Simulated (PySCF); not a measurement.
# One shape, several levels: singlet C2H4NOSi+

Aim: a comparison of 6 runs (HF/STO-3G, HF/3-21G, B3LYP/6-31G*, B2PLYP/def2-SVP, wB97M-V/def2-SVP, SCS-MP2/def2-SVP) of singlet C2H4NOSi+. Input form: a Python script.

Program for the calculation: PySCF 2.14.0.

1 further run of the same task is left out (set aside as unsound or not needed).

## 1. The molecule

C2H4NOSi+ has 9 atoms, charge +1, and is taken as a singlet. As SMILES of the parent species, `C[SiH]N=C=O`. The coordinates come from a PBE0-D4/def2-TZVP relaxation. This is one conformer, not always the lowest. That shape belongs to the parent species and isn't relaxed for this state.

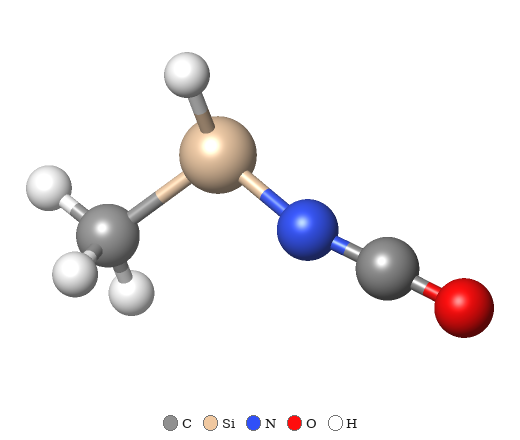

The structure, seen from a chosen angle (carbon grey, silicon light orange, nitrogen blue, oxygen red, hydrogen white).

## 2. The energy at HF/STO-3G (run 1)

File input.xyz:

```xyz
9
C2H4NOSi
C     -0.230800     0.936500     1.233300
Si    -0.019100     0.717300    -0.606900
N      0.147000    -0.951200    -0.966600
C     -0.027700    -2.022300    -1.465700
O     -0.174100    -3.081100    -1.930900
H      0.625000     0.510600     1.765400
H     -1.138100     0.442600     1.585600
H     -0.298200     1.998600     1.479400
H      1.204500     1.402700    -1.110500
```

File job.py:

```python
from pyscf import gto, scf

mol = gto.M(
    atom='input.xyz',
    verbose=4,
    charge=1,
    basis='sto-3g',
    max_memory=1860,
)

calc0 = scf.RHF(mol)
calc0.conv_tol = 1e-10
calc0.kernel()
if not calc0.converged:
    calc0 = calc0.newton().run(calc0.mo_coeff, calc0.mo_occ)

e_tot = calc0.e_tot
print('E = %.10f Eh' % e_tot)
```

Launch:

```sh
$ OMP_NUM_THREADS=1 python job.py
```

Log:

```text
PySCF version 2.14.0

[... 67 lines left out ...]
converged SCF energy = -490.0874982435
E = -490.0874982435 Eh
```

It took 0.86 s on 1 thread of Intel Xeon at 2.70GHz, shared host; peak memory 0.1 GiB.

## 3. The energy at HF/3-21G (run 2)

File input.py:

```python
from pyscf import gto

molecule = gto.M(
    atom=[
    ('C', (-0.230800, 0.936500, 1.233300)),
    ('Si', (-0.019100, 0.717300, -0.606900)),
    ('N', (0.147000, -0.951200, -0.966600)),
    ('C', (-0.027700, -2.022300, -1.465700)),
    ('O', (-0.174100, -3.081100, -1.930900)),
    ('H', (0.625000, 0.510600, 1.765400)),
    ('H', (-1.138100, 0.442600, 1.585600)),
    ('H', (-0.298200, 1.998600, 1.479400)),
    ('H', (1.204500, 1.402700, -1.110500)),
],
    verbose=3,
    max_memory=1860,
    charge=1,
    basis='3-21g',
)

calc0 = molecule.RHF()
calc0.conv_tol = 1e-10
calc0.kernel()
if not calc0.converged:
    calc0 = calc0.newton().run(calc0.mo_coeff, calc0.mo_occ)

etot = calc0.e_tot
print('E = %.10f Eh' % etot)
```

Launch:

```sh
$ OMP_NUM_THREADS=1 python input.py
```

Log:

```text
converged SCF energy = -493.354561295664
E = -493.3545612957 Eh
```

It took 1.1 s on 1 thread of Intel Xeon at 2.70GHz, shared host; peak memory 0.13 GiB.

Runs 3 to 5 aren't shown in full; the table further down has their settings and results.

## 4. The energy at SCS-MP2/def2-SVP (run 6)

File input.py:

```python
from pyscf import gto, mp

system = gto.Mole()
system.atom = [
    ('C', (-0.230800, 0.936500, 1.233300)),
    ('Si', (-0.019100, 0.717300, -0.606900)),
    ('N', (0.147000, -0.951200, -0.966600)),
    ('C', (-0.027700, -2.022300, -1.465700)),
    ('O', (-0.174100, -3.081100, -1.930900)),
    ('H', (0.625000, 0.510600, 1.765400)),
    ('H', (-1.138100, 0.442600, 1.585600)),
    ('H', (-0.298200, 1.998600, 1.479400)),
    ('H', (1.204500, 1.402700, -1.110500)),
]
system.max_memory = 1860
system.charge = 1
system.verbose = 4
system.basis = 'def2-svp'
system.build()

hf = system.RHF()
hf.conv_tol = 1e-10
hf.kernel()
if not hf.converged:
    hf = hf.newton().run(hf.mo_coeff, hf.mo_occ)

pt = mp.MP2(hf, frozen=9).run()
e_final = hf.e_tot + 1.2 * pt.e_corr_os + pt.e_corr_ss / 3
print('Final energy', e_final)
```

Launch:

```sh
$ OMP_NUM_THREADS=1 python input.py
```

Log:

```text
PySCF version 2.14.0

[... 69 lines left out ...]
converged SCF energy = -495.787983480955
[... 1 line left out ...]
******** <class 'pyscf.mp.mp2.RMP2'> ********
nocc = 13, nmo = 85
frozen orbitals 9
E(RMP2) = -496.469271890484  E_corr = -0.681288409529344
E(SCS-RMP2) = -496.45504074981  E_corr = -0.667057268855142
E_corr(same-spin) = -0.17364094913085
E_corr(oppo-spin) = -0.507647460398494
Final energy -496.45504074981034
```

Run time: 2.5 s. Hardware: 1 thread of Intel Xeon at 2.70GHz, shared host; peak memory 0.23 GiB.

## 5. Overview of the runs

```
run                               level  integration grid  frozen core orbitals  energy (Eh)  HOMO energy (eV)  LUMO energy (eV)  HOMO–LUMO gap (eV)  wall time
  1                           HF/STO-3G                 –                     –  -490.087498            -14.88             -4.49               10.40     0.86 s
  2                            HF/3-21G                 –                     –  -493.354561            -17.07             -6.94               10.13      1.1 s
  3  B3LYP/6-31G* (spherical functions)                 5                     –  -497.791248            -13.85            -10.14                3.71       21 s
  4                     B2PLYP/def2-SVP                 5                     9  -497.223396            -15.34             -8.86                6.48       24 s
  5                    wB97M-V/def2-SVP                 5                     –  -497.451635            -16.31             -8.01                8.30    2.3 min
  6                    SCS-MP2/def2-SVP                 –                     9  -496.455041            -17.40             -6.87               10.53      2.5 s
```

## 6. Results

| quantity | value |
| --- | --- |
| run 6: total energy | -496.45504 Eh |
| run 6: HOMO energy (Hartree–Fock orbitals) | -17.40 eV |
| run 6: LUMO energy (Hartree–Fock orbitals) | -6.87 eV |
| run 6: HOMO–LUMO gap (Hartree–Fock orbitals) | 10.53 eV |
| run 6: correlation energy (9 core orbitals frozen) | -667.1 mEh |

In words: Over runs 1, 2, 3, 4, 5 the HOMO–LUMO gap runs from 3.71 eV (B3LYP/6-31G*) to 10.40 eV (HF/STO-3G). The two ends differ in method and basis. Totals of different functionals can't be ranked against each other. In run 1 the basis is minimal, so the values are rough. All runs together took 3.1 min, the longest 2.3 min.
